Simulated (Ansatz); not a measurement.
# Calculations on Si₂H₃SBr

## 1. Relaxation

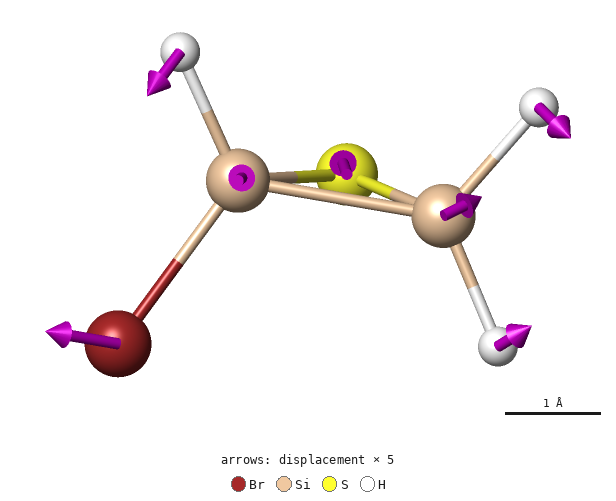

A relaxation of Si2H3SBr. The starting structure is drawn; purple arrows show the displacements, 5 times their true length. The two geometries are superimposed by the best rigid fit.

A ball-and-stick model, seen face on.

The run prepares an end point of a later path (hydrogen shift) calculation, from a guessed geometry.

Level of theory: Ansatz 0.2.0, RKS B3LYP-D4/def2-SVP.

Input
```yaml
crystal:
  periodic: [false, false, false]
  atoms:
    - { symbol: Br, position_ang: [-2.5895, 0.9011, -0.1499] }
    - { symbol: Si, position_ang: [-0.6078, 0.4416, -0.7887] }
    - { symbol: Si, position_ang: [0.8202, -0.1363, 0.7751] }
    - { symbol: S, position_ang: [-0.1201, -1.6042, -0.3698] }
    - { symbol: H, position_ang: [-0.2099, 0.763, -2.2028] }
    - { symbol: H, position_ang: [0.4362, -0.2271, 2.2117] }
    - { symbol: H, position_ang: [2.3322, -0.206, 0.4786] }
basis:
  gaussian: { orbitals: def2-SVP }
hamiltonian:
  xc: b3lyp
  dispersion: d4
relax:
  f_tol: 0.02
  max_steps: 50
output:
  orbitals: {}
```

Run as
```bash
ansatz run input.yaml --threads 2 --pin off --max-ram 3072MiB --backend cpu --events-out ev --progress --plain --runs-dir out
```

> What happened in the run?

Br1 moves most after the best rigid fit: 0.18 Å. By element the largest moves are Br 0.18 Å, S 0.14 Å, H 0.13 Å, Si 0.11 Å. Near-neighbour distances that change, for instance: Si3–S4 2.086 → 2.196 Å, Br1–Si2 2.132 → 2.237 Å, Si2–Si3 2.195 → 2.255 Å, Si3–H7 1.542 → 1.487 Å. Among the angles between lasting bonds that change: Br1–Si2–H5 118.8° → 108.3°, S4–Si3–H7 107.7° → 115.1°, S4–Si2–H5 109.1° → 115.8°. Over 4 geometry steps the energy falls by 8.70 kcal/mol. The largest force component goes from 2.2 to 0.011 eV/Å.

## 2. Relaxation

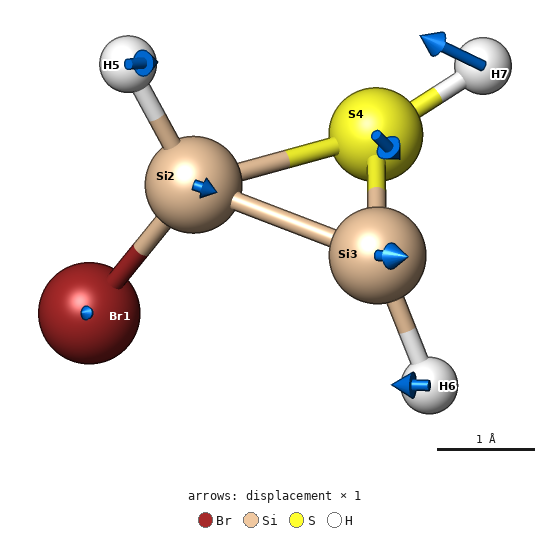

A relaxation of Si$_{2}$H$_{3}$SBr. The starting structure is drawn; blue arrows show the displacements, at their true length. The two geometries are superimposed by the best rigid fit.

A ball-and-stick model, seen at a tilt.

The run prepares an end point of a later path (hydrogen shift) calculation, from a guessed geometry.

Theory: Ansatz, RKS B3LYP-D4/def2-SVP. Set-up: no spin polarisation; force threshold 0.02 eV/Å; at most 50 steps.

Atoms of which element are displaced furthest, and by how much?

Hydrogen: up to 0.84 Å, against 0.50 Å for sulfur.

What happened in the run?

Over 9 accepted moves (11 points after the start) the energy falls by 2.308 eV. Largest force component: 3.8 eV/Å at the start, 0.017 eV/Å at the end. The line search rejected the trial steps at points 7, 9 of the run. H7 moves most after the best rigid fit: 0.84 Å. By element the largest moves are H 0.84 Å, S 0.50 Å, Si 0.43 Å, Br 0.12 Å. Near-neighbour distances that change, for instance: Si3–S4 2.086 → 2.511 Å, Si2–S4 2.144 → 2.299 Å, Si2–Si3 2.195 → 2.336 Å, Br1–Si2 2.132 → 2.244 Å. Among the angles between lasting bonds that change: Si2–S4–H7 162.3° → 96.6°, Si2–Si3–H6 122.4° → 85.8°, S4–Si3–H6 111.7° → 84.5°. The run took 22 s on 2 threads of Intel(R) Xeon(R) 6975P-C (Granite Rapids), with other jobs on the host, peak memory 0.26 GiB.

## 3. Path

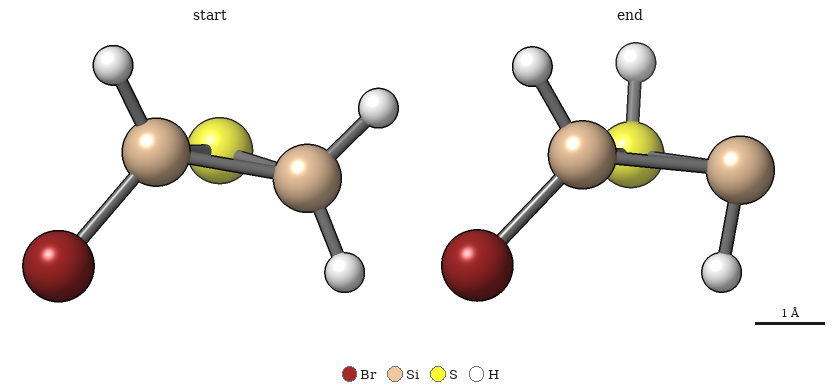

The two relaxed end points of a path for Si₂H₃SBr. A ball-and-stick model, seen face on.

Method: RKS B3LYP-D4/def2-SVP (Ansatz).

Set-up: 9 movable images; climbing image; force threshold 0.05 eV/Å; iteration limit 60.

Start:
```xyz
7

Br   -2.6701    1.0268   -0.2511
Si   -0.6123    0.3435   -0.7994
Si    0.8944   -0.2116    0.7843
S    -0.1386   -1.7290   -0.4205
H    -0.3077    0.8355   -2.1636
H     0.5306   -0.1949    2.2246
H     2.3652   -0.1383    0.5800
```

End:
```xyz
7

Br   -2.6131    0.4192   -0.4273
Si   -0.3820    0.6552   -0.4024
Si    1.0699    0.5045    1.4218
S     0.5448   -1.4258   -0.0956
H     0.0121    1.0173   -1.7937
H    -0.1488    0.0266    2.2098
H     1.5785   -1.2648   -0.9583
```

### Predict the minimum-energy path and its barrier.

The energy climbs by 1.85 eV to image 5 and then falls by 0.72 eV, so the end point sits at +1.13 eV. A hydrogen atom shifts from one atom to another. Breaking: Si3–H7 (1.49 → 1.65 at the top → 3.01 Å). Forming: S4–H7 (3.13 → 1.71 at the top → 1.36 Å). The band converged in 8 iterations. The largest component of the band force went from 4.4 to 0.03 eV/Å. The climbing image converged on the top of the path. Its vibrational analysis gives one imaginary mode (889i cm⁻¹), as a transition state must have.

Energies of the converged images:

| image | path (Å) | E (eV) |
| --- | --- | --- |
| 0 | 0.00 | 0.000 |
| 1 | 0.36 | 0.063 |
| 2 | 0.71 | 0.367 |
| 3 | 1.07 | 0.949 |
| 4 | 1.43 | 1.541 |
| 5 | 1.78 | 1.847 |
| 6 | 2.14 | 1.687 |
| 7 | 2.50 | 1.579 |
| 8 | 2.86 | 1.407 |
| 9 | 3.22 | 1.206 |
| 10 | 3.58 | 1.132 |

The geometry at the top of the path:

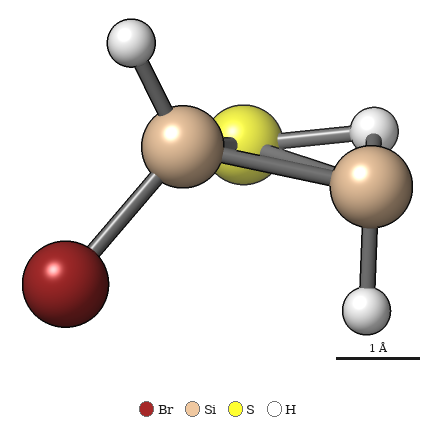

The run took 2.1 min on 2 threads of Intel(R) Xeon(R) 6975P-C (Granite Rapids) (shared host), peak memory 0.26 GiB.
